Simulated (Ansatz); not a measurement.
# AsH₄− (singlet): one geometry, many settings

What do other methods and options give for AsH₄− (singlet) at this geometry, and how long do they take?

Program: Ansatz 0.2.0, Gaussian basis. Level of theory: the settings change from run to run. These are calculated values, not measurements.

12 further runs of the same task are left out: 4 that didn't finish, 8 set aside as unsound or not needed.

## Step 1: The geometry

The geometry is a PBE0/def2-TZVPD stationary point (not a proven minimum). No spin-orbit coupling is included. The filled d shell of As may be among the frozen orbitals whatever the setting's name suggests; the logs give the count.

5 atoms, charge -1, spin multiplicity 1.

Atoms are counted from 1 here; the program's logs count them from 0.

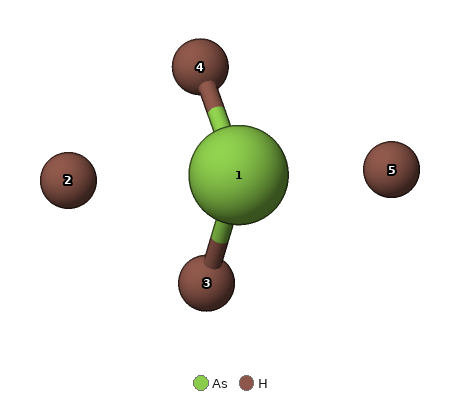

The geometry (arsenic green, hydrogen brown); atoms are numbered from 1 in the order of the file.

## Step 2: BCCD(T) on RHF/aug-cc-pVDZ

Contents of in.yaml:

```yaml
crystal:
  periodic: [false, false, false]
  atoms:
    - {symbol: As, position_ang: [0.031969, 0.000000, 0.000000]}
    - {symbol: H, position_ang: [-0.214355, 0.000000, 1.829972]}
    - {symbol: H, position_ang: [-0.973788, -1.139440, 0.000000]}
    - {symbol: H, position_ang: [-0.973791, 1.139438, 0.000000]}
    - {symbol: H, position_ang: [-0.214355, 0.000000, -1.829972]}
basis:
  gaussian: {orbitals: aug-cc-pVDZ}
total_charge: -1
magnetization: {spin_polarized: false}
correlation: {method: bccd_t, electrons: outside_noble_gas, diis_vectors: 1}
```

Launch:

```bash
$ ansatz run in.yaml --threads 1 --pin off --events-out ev --progress --plain --max-ram 2393MiB
```

Output, cut to the lines that bear on the results:

```text
Functional definition: HF
  name "HF"
  cite "Fock, Z. Phys. 61, 126 (1930) doi:10.1007/BF01340294"
  parent pbe
[...]
758 factors; integrals over basis functions are off by at most 9.8e-4 eV
[...]
mean field -60855.27393869 eV, -2236.3900680607 hartree, gradient 1.5e-6 eV, S^2 0.000000; 0 other end points of the search recorded, 0 dependent functions left out
14 core orbitals not correlated: weight in the atoms' cores, before any rotation towards them, 1.000 or more for the frozen orbitals, at most 0.000 for the correlated occupied ones
reference -60855.27393869 eV, -2236.3900680607 hartree; 5, 5 occupied and 53, 53 virtual orbitals, 758 factors
second order -4.63357315 eV of doubles, -0.00000000 eV of singles
cycle   1  -5.32867372 eV  change   -7.0e-1 eV  update   7.1e-2
[...]
cycle  22  -5.57641171 eV  change   -3.5e-7 eV  update   9.2e-6
perturbative correction -0.18806384 eV, -0.0069112186 hartree
Total energy: -60861.03841424 eV, -2236.6019086298 hartree
```

Wall time 2.4 s (1 thread of Arm Neoverse V1, shared host).

From the report: correlation -5.7645 eV; largest double amplitude 0.09.

## Step 3: CCSDT on RHF/STO-3G

Changes to in.yaml since step 2:

```diff
@@ -9,5 +9,6 @@
 basis:
-  gaussian: {orbitals: aug-cc-pVDZ}
+  gaussian: {orbitals: STO-3G}
 total_charge: -1
 magnetization: {spin_polarized: false}
-correlation: {method: bccd_t, electrons: outside_noble_gas, diis_vectors: 1}
+correlation: {method: ccsdt, electrons: valence}
+scf: {lower_state_search: light}
```

Launched as before.

Output, cut to the lines that bear on the results:

```text
Functional definition: HF
  name "HF"
  cite "Fock, Z. Phys. 61, 126 (1930) doi:10.1007/BF01340294"
  parent pbe
[...]
273 factors; integrals over basis functions are off by at most 4.2e-8 eV
[...]
mean field -60170.91150416 eV, -2211.2402124691 hartree, gradient 6.3e-6 eV, S^2 0.000000; 0 other end points of the search recorded, 0 dependent functions left out
9 core orbitals not correlated: weight in the atoms' cores, before any rotation towards them, 1.000 or more for the frozen orbitals, at most 0.000 for the correlated occupied ones
reference -60170.91150416 eV, -2211.2402124691 hartree; 10, 10 occupied and 3, 3 virtual orbitals, 273 factors
second order -1.41823974 eV of doubles, -0.00000000 eV of singles
cycle   1  -1.83259679 eV  change   -4.1e-1 eV  update   6.8e-2
[...]
cycle  11  -2.13025250 eV  change    6.0e-7 eV  update   1.2e-6
Total energy: -60173.04175665 eV, -2211.3184978043 hartree
```

It took 0.33 s on 1 thread of Arm Neoverse V1, shared host.

From the report: correlation -2.1303 eV; T1 0.010; largest double amplitude 0.20.

## Step 4: CCSD(T) on RHF/aug-cc-pVDZ

Changes to in.yaml since step 3:

```diff
@@ -9,6 +9,5 @@
 basis:
-  gaussian: {orbitals: STO-3G}
+  gaussian: {orbitals: aug-cc-pVDZ}
 total_charge: -1
 magnetization: {spin_polarized: false}
-correlation: {method: ccsdt, electrons: valence}
-scf: {lower_state_search: light}
+correlation: {method: ccsd_t, electrons: valence}
```

Same command.

Output, cut to the lines that bear on the results:

```text
Functional definition: HF
  name "HF"
  cite "Fock, Z. Phys. 61, 126 (1930) doi:10.1007/BF01340294"
  parent pbe
[...]
758 factors; integrals over basis functions are off by at most 9.8e-4 eV
[...]
mean field -60855.27393869 eV, -2236.3900680607 hartree, gradient 1.5e-6 eV, S^2 0.000000; 0 other end points of the search recorded, 0 dependent functions left out
9 core orbitals not correlated: weight in the atoms' cores, before any rotation towards them, 1.000 or more for the frozen orbitals, at most 0.000 for the correlated occupied ones
reference -60855.27393869 eV, -2236.3900680607 hartree; 10, 10 occupied and 53, 53 virtual orbitals, 758 factors
second order -5.21467115 eV of doubles, -0.00000000 eV of singles
cycle   1  -5.84887025 eV  change   -6.3e-1 eV  update   7.3e-2
[...]
cycle  10  -6.13335329 eV  change    1.5e-5 eV  update   2.0e-5
perturbative correction -0.20770053 eV, -0.0076328538 hartree
Total energy: -60861.61499252 eV, -2236.6230974906 hartree
```

Wall time 2.4 s (1 thread of Arm Neoverse V1, shared host).

From the report: correlation -6.3411 eV; T1 0.013; largest double amplitude 0.09.

## Step 5: CCSD on UHF/aug-cc-pVDZ

Changes to in.yaml since step 4:

```diff
@@ -11,3 +11,3 @@
 total_charge: -1
-magnetization: {spin_polarized: false}
-correlation: {method: ccsd_t, electrons: valence}
+magnetization: {spin_polarized: true, initial_magnetization: 0}
+correlation: {method: ccsd, electrons: outside_noble_gas}
```

Same command.

Output, cut to the lines that bear on the results:

```text
Functional definition: HF
  name "HF"
  cite "Fock, Z. Phys. 61, 126 (1930) doi:10.1007/BF01340294"
  parent pbe
[...]
758 factors; integrals over basis functions are off by at most 9.8e-4 eV
[...]
mean field -60855.27393869 eV, -2236.3900680607 hartree, gradient 2.5e-6 eV, S^2 0.000000; 1 other end points of the search recorded, 0 dependent functions left out
determinant -60855.27393869 eV, -2236.3900680607 hartree, with singles and doubles -60860.89917509 eV, -2236.5967916856 hartree
determinant -60853.76404428 eV, -2236.3345804646 hartree, with singles and doubles -60858.85308681 eV, -2236.5215993282 hartree
14 core orbitals not correlated: weight in the atoms' cores, before any rotation towards them, 1.000 or more for the frozen orbitals, at most 0.000 for the correlated occupied ones
reference -60855.27393869 eV, -2236.3900680607 hartree; 5, 5 occupied and 53, 53 virtual orbitals, 758 factors
second order -4.63357318 eV of doubles, -0.00000000 eV of singles
cycle   1  -5.57636204 eV  change   -2.1e-1 eV  update   2.2e-2
[...]
cycle  10  -5.58463880 eV  change    1.1e-7 eV  update   9.5e-6
Total energy: -60860.85857749 eV, -2236.5952997513 hartree
```

It took 5 s on 1 thread of Arm Neoverse V1, shared host.

From the report: ⟨S²⟩ of the determinant 0.000 (pure singlet: 0.00); correlation -5.5846 eV; T1 0.018; largest double amplitude 0.09.

## Step 6: CASCI(8,6)/6-31G

Changes to in.yaml since step 5:

```diff
@@ -9,5 +9,5 @@
 basis:
-  gaussian: {orbitals: aug-cc-pVDZ}
+  gaussian: {orbitals: 6-31G}
 total_charge: -1
-magnetization: {spin_polarized: true, initial_magnetization: 0}
-correlation: {method: ccsd, electrons: outside_noble_gas}
+correlation: {active_space: {window: {electrons: 8, orbitals: 6}, fixed_orbitals: true, states: [{multiplicity: 1, weights: [1, 1, 0.5, 0.5]}], root: 3}}
+output: {forces: true}
```

Same command.

Output, cut to the lines that bear on the results:

```text
Functional definition: HF
  name "HF"
  cite "Fock, Z. Phys. 61, 126 (1930) doi:10.1007/BF01340294"
  parent pbe
[...]
660 factors; integrals over basis functions are off by at most 7.7e-8 eV
[...]
mean field -60845.36058932 eV, -2236.0257591907 hartree, gradient 2.4e-6 eV, S^2 0.000000; 0 other end points of the search recorded, 0 dependent functions left out
reference -60845.36058932 eV, -2236.0257591907 hartree; 19, 19 occupied and 18, 18 virtual orbitals, 660 factors
state -60845.62347758 eV, -2236.0354201563 hartree
state -60840.94977609 eV, -2235.8636647945 hartree
state -60839.51884959 eV, -2235.8110792155 hartree
state -60836.31815311 eV, -2235.6934557894 hartree
[...]
Total energy: -60836.31815311 eV, -2235.6934557894 hartree
Atom 0 at     0.031969     0.000000     0.000000 Å, force     3.721093     0.000005    -0.000000 eV/Å
Atom 1 at    -0.214355     0.000000     1.829972 Å, force    -0.548724    -0.000001     0.186869 eV/Å
Atom 2 at    -0.973788    -1.139440     0.000000 Å, force    -1.311819    -2.216551    -0.000000 eV/Å
Atom 3 at    -0.973791     1.139438     0.000000 Å, force    -1.311825     2.216548    -0.000000 eV/Å
Atom 4 at    -0.214355     0.000000    -1.829972 Å, force    -0.548724    -0.000001    -0.186869 eV/Å
Dipole moment:    -0.024784    -0.000000     0.000000 e Å
```

Wall time 0.87 s (1 thread of Arm Neoverse V1, shared host).

From the report: 65 determinants; active occupations (of the averaged states) 2.00, 1.98, 1.83, 1.50, 0.50, 0.18.

## Step 7: CCSD(T) on RHF/pcseg-2

Changes to in.yaml since step 6:

```diff
@@ -9,5 +9,7 @@
 basis:
-  gaussian: {orbitals: 6-31G}
+  gaussian: {orbitals: pcseg-2}
 total_charge: -1
-correlation: {active_space: {window: {electrons: 8, orbitals: 6}, fixed_orbitals: true, states: [{multiplicity: 1, weights: [1, 1, 0.5, 0.5]}], root: 3}}
+magnetization: {spin_polarized: false}
+correlation: {method: ccsd_t, electrons: outside_noble_gas, diis_vectors: 1}
+scf: {lower_state_search: light}
 output: {forces: true}
```

The command is unchanged.

Output, cut to the lines that bear on the results:

```text
Functional definition: HF
  name "HF"
  cite "Fock, Z. Phys. 61, 126 (1930) doi:10.1007/BF01340294"
  parent pbe
[...]
591 factors; integrals over basis functions are off by at most 1.3e-3 eV
[...]
mean field -60856.51283076 eV, -2236.4355965047 hartree, gradient 1.2e-6 eV, S^2 0.000000; 0 other end points of the search recorded, 0 dependent functions left out
14 core orbitals not correlated: weight in the atoms' cores, before any rotation towards them, 1.000 or more for the frozen orbitals, at most 0.000 for the correlated occupied ones
reference -60856.51283076 eV, -2236.4355965047 hartree; 5, 5 occupied and 80, 80 virtual orbitals, 591 factors
second order -5.26236780 eV of doubles, -0.00000000 eV of singles
cycle   1  -5.89011023 eV  change   -6.3e-1 eV  update   6.8e-2
[...]
cycle  15  -6.15335777 eV  change    1.9e-6 eV  update   4.6e-6
perturbative correction -0.20859705 eV, -0.0076658000 hartree
[...]
Total energy: -60862.87478558 eV, -2236.6693940317 hartree
Atom 0 at     0.031969     0.000000     0.000000 Å, force    -0.024987    -0.000000     0.000000 eV/Å
Atom 1 at    -0.214355     0.000000     1.829972 Å, force    -0.030052     0.000000     0.004440 eV/Å
Atom 2 at    -0.973788    -1.139440     0.000000 Å, force     0.042546    -0.031231    -0.000000 eV/Å
Atom 3 at    -0.973791     1.139438     0.000000 Å, force     0.042546     0.031231     0.000000 eV/Å
Atom 4 at    -0.214355     0.000000    -1.829972 Å, force    -0.030052     0.000000    -0.004440 eV/Å
Dipole moment:     0.154227     0.000000     0.000000 e Å
```

It took 11 s on 1 thread of Arm Neoverse V1, shared host; peak memory 0.34 GiB.

From the report: correlation -6.3620 eV; T1 0.015; largest double amplitude 0.06.

## Step 8: MRCISD+Q(16,9)/STO-3G

Changes to in.yaml since step 7:

```diff
@@ -9,7 +9,4 @@
 basis:
-  gaussian: {orbitals: pcseg-2}
+  gaussian: {orbitals: STO-3G}
 total_charge: -1
-magnetization: {spin_polarized: false}
-correlation: {method: ccsd_t, electrons: outside_noble_gas, diis_vectors: 1}
-scf: {lower_state_search: light}
-output: {forces: true}
+correlation: {method: fic_mrcisd_q, electrons: valence, active_space: {window: {electrons: 16, orbitals: 9}, states: [{multiplicity: 1, weights: [1, 1]}, {multiplicity: 3, weights: [1]}]}}
```

Same command.

Output, cut to the lines that bear on the results:

```text
Functional definition: HF
  name "HF"
  cite "Fock, Z. Phys. 61, 126 (1930) doi:10.1007/BF01340294"
  parent pbe
[...]
273 factors; integrals over basis functions are off by at most 4.2e-8 eV
[...]
mean field -60170.91150416 eV, -2211.2402124691 hartree, gradient 6.3e-6 eV, S^2 0.000000; 0 other end points of the search recorded, 0 dependent functions left out
reference -60170.91150416 eV, -2211.2402124691 hartree; 19, 19 occupied and 3, 3 virtual orbitals, 273 factors
state -60171.08102243 eV, -2211.2464421507 hartree
state -60163.87052024 eV, -2210.9814610826 hartree
contracted CI cycle   1: correlation 0.00000000 eV, 0.0000000000 hartree, residual 7.19e0 eV
contracted CI cycle   2: correlation -1.71560312 eV, -0.0630472519 hartree, residual 2.13e0 eV
contracted CI cycle   3: correlation -1.85393304 eV, -0.0681307825 hartree, residual 6.00e-1 eV
contracted CI cycle   4: correlation -1.86453596 eV, -0.0685204328 hartree, residual 2.40e-1 eV
[...]
state -60164.53028060 eV, -2211.0057068287 hartree
contracted CI cycle   1: correlation 0.00000000 eV, 0.0000000000 hartree, residual 7.59e0 eV
contracted CI cycle   2: correlation -2.08854740 eV, -0.0767527011 hartree, residual 2.13e0 eV
contracted CI cycle   3: correlation -2.21331547 eV, -0.0813378435 hartree, residual 4.26e-1 eV
contracted CI cycle   4: correlation -2.21951100 eV, -0.0815655250 hartree, residual 1.23e-1 eV
contracted CI cycle   5: correlation -2.21984400 eV, -0.0815777625 hartree, residual 4.09e-2 eV
contracted CI cycle   6: correlation -2.21987830 eV, -0.0815790229 hartree, residual 1.18e-2 eV
contracted CI cycle   7: correlation -2.21988142 eV, -0.0815791375 hartree, residual 3.57e-3 eV
contracted CI cycle   8: correlation -2.21988162 eV, -0.0815791448 hartree, residual 1.46e-3 eV
state -60164.53028060 eV, -2211.0057068287 hartree; corrected -60166.96149228 eV, -2211.0950522102 hartree
WARN: 4 active orbitals are nearly empty or full. The corrections depend on them more than the energy does, and are more stable in an active space without them
Total energy: -60168.95249951 eV, -2211.1682203762 hartree
```

It took 4.2 s on 1 thread of Arm Neoverse V1, shared host; peak memory 0.32 GiB.

From the report: 35 determinants; active occupations (of the averaged states) 2.00, 2.00, 2.00, 2.00, 2.00, 1.99, 1.99, 1.34, 0.68. The report marks this result as in doubt.

## Step 9: CCSD on RHF/def2-SVP

Changes to in.yaml since step 8:

```diff
@@ -9,4 +9,8 @@
 basis:
-  gaussian: {orbitals: STO-3G}
+  gaussian: {orbitals: def2-SVP}
 total_charge: -1
-correlation: {method: fic_mrcisd_q, electrons: valence, active_space: {window: {electrons: 16, orbitals: 9}, states: [{multiplicity: 1, weights: [1, 1]}, {multiplicity: 3, weights: [1]}]}}
+magnetization: {spin_polarized: false}
+correlation: {method: ccsd, electrons: all}
+accuracy: high
+scf: {omitted_lower_state_checks: [cluster_reference]}
+output: {forces: true}
```

The command is unchanged.

Output, cut to the lines that bear on the results:

```text
Functional definition: HF
  name "HF"
  cite "Fock, Z. Phys. 61, 126 (1930) doi:10.1007/BF01340294"
  parent pbe
[...]
1062 factors; integrals over basis functions are off by at most 4.4e-9 eV
[...]
mean field -60848.18284879 eV, -2236.1294753132 hartree, gradient 1.2e-8 eV, S^2 0.000000; 0 other end points of the search recorded, 0 dependent functions left out
reference -60848.18284879 eV, -2236.1294753132 hartree; 19, 19 occupied and 33, 33 virtual orbitals, 1062 factors
second order -8.60558044 eV of doubles, -0.00000000 eV of singles
cycle   1  -8.68527336 eV  change   -8.0e-2 eV  update   7.3e-2
[...]
cycle  19  -9.06653317 eV  change    2.2e-9 eV  update   3.0e-9
[...]
Total energy: -60857.24938196 eV, -2236.4626642618 hartree
Atom 0 at     0.031969     0.000000     0.000000 Å, force    -0.159408    -0.000000    -0.000000 eV/Å
Atom 1 at    -0.214355     0.000000     1.829972 Å, force    -0.039662    -0.000000    -0.159452 eV/Å
Atom 2 at    -0.973788    -1.139440     0.000000 Å, force     0.119366     0.071760    -0.000000 eV/Å
Atom 3 at    -0.973791     1.139438     0.000000 Å, force     0.119366    -0.071760    -0.000000 eV/Å
Atom 4 at    -0.214355     0.000000    -1.829972 Å, force    -0.039662    -0.000000     0.159452 eV/Å
Dipole moment:     0.115355     0.000000    -0.000000 e Å
Checks for a lower state left out: cluster_reference
```

Wall time 17 s (1 thread of Arm Neoverse V1, shared host).

From the report: correlation -9.0665 eV; T1 0.008; largest double amplitude 0.11.

## Step 10: BCCD(T)/def2-TZVP

Changes to in.yaml since step 9:

```diff
@@ -9,8 +9,8 @@
 basis:
-  gaussian: {orbitals: def2-SVP}
+  gaussian: {orbitals: def2-TZVP, point_charges: [{charge: -0.50, position_ang: [4.784, 0.593, -0.957]}]}
 total_charge: -1
 magnetization: {spin_polarized: false}
-correlation: {method: ccsd, electrons: all}
+hamiltonian: {xc: {name: PBE}}
+correlation: {method: bccd_t, electrons: outside_noble_gas}
 accuracy: high
-scf: {omitted_lower_state_checks: [cluster_reference]}
 output: {forces: true}
```

Same command.

Output, cut to the lines that bear on the results:

```text
Functional definition: PBE
  name "PBE"
  cite "Perdew, Burke & Ernzerhof, Phys. Rev. Lett. 77, 3865 (1996) doi:10.1103/PhysRevLett.77.3865"
  parent pbe
[...]
1249 factors; integrals over basis functions are off by at most 4.6e-9 eV
[...]
mean field -60893.84785616 eV, -2237.8076333812 hartree, gradient 3.4e-8 eV, S^2 0.000000; 0 other end points of the search recorded, 0 dependent functions left out
14 core orbitals not correlated: weight in the atoms' cores, before any rotation towards them, 0.999 or more for the frozen orbitals, at most 0.000 for the correlated occupied ones
reference -60853.82935036 eV, -2236.3369804187 hartree; 5, 5 occupied and 53, 53 virtual orbitals, 1249 factors
second order -5.26263495 eV of doubles, -0.34605404 eV of singles
cycle   1  -6.05295751 eV  change   -4.5e-1 eV  update   7.0e-2
[...]
cycle  23  -6.28897698 eV  change   1.3e-10 eV  update  4.6e-10
perturbative correction -0.20528233 eV, -0.0075439865 hartree
[...]
Total energy: -60860.32360967 eV, -2236.5756400465 hartree
Atom 0 at     0.031969     0.000000     0.000000 Å, force     0.204087    -0.006525    -0.115090 eV/Å
Atom 1 at    -0.214355     0.000000     1.829972 Å, force    -0.129266    -0.005104     0.094902 eV/Å
Atom 2 at    -0.973788    -1.139440     0.000000 Å, force    -0.097542    -0.112955     0.015201 eV/Å
Atom 3 at    -0.973791     1.139438     0.000000 Å, force    -0.080046     0.102980     0.013441 eV/Å
Atom 4 at    -0.214355     0.000000    -1.829972 Å, force    -0.130077    -0.008814     0.025806 eV/Å
Dipole moment:     0.246268     0.011619    -0.037591 e Å
```

Wall time 20 s (1 thread of Arm Neoverse V1, shared host); peak memory 0.42 GiB.

From the report: correlation -6.4943 eV; largest double amplitude 0.09.

## Step 11: All runs side by side

Where basis and cores are those of an earlier RCCSDT(Q)/aug-cc-pVDZ run (-60861.0742 eV), and the state is the same kind, the miss against it is given. † marks a result that the program doubts.

```csv
level,correlated,functions,energy (eV),from RCCSDT(Q) (meV),time
BCCD(T) on RHF/aug-cc-pVDZ,outside noble gas,72,-60861.0384,35.8,2.4 s
CCSDT on RHF/STO-3G,valence,22,-60173.0418,,0.33 s
CCSD(T) on RHF/aug-cc-pVDZ,valence,72,-60861.6150,,2.4 s
CCSD on UHF/aug-cc-pVDZ,outside noble gas,72,-60860.8586,215.6,5 s
"CASCI(8,6)/6-31G (excited root 3 of an average)",,37,-60836.3182,,0.87 s
CCSD(T) on RHF/pcseg-2,outside noble gas,99,-60862.8748,,11 s
"MRCISD+Q(16,9)/STO-3G (mean of several states) †",valence,22,-60168.9525,,4.2 s
CCSD on RHF/def2-SVP,all,52,-60857.2494,,17 s
"BCCD(T)/def2-TZVP (beside a point charge, on PBE orbitals)",outside noble gas,72,-60860.3236,,20 s
```

## Step 12: Outcome

| quantity | value |
| --- | --- |
| runs | 9 |
| quickest | CCSDT on RHF/STO-3G, 0.33 s |
| slowest | BCCD(T)/def2-TZVP (beside a point charge, on PBE orbitals), 20 s |

What this shows: Total energies in different bases, with other cores or another treatment of relativity can't be set against each other. BCCD(T)/def2-TZVP (beside a point charge, on PBE orbitals) took 61 times as long as CCSDT on RHF/STO-3G; the jobs differ in more than the method. Among the correlated runs with a miss given, it spans +36 to +216 meV.
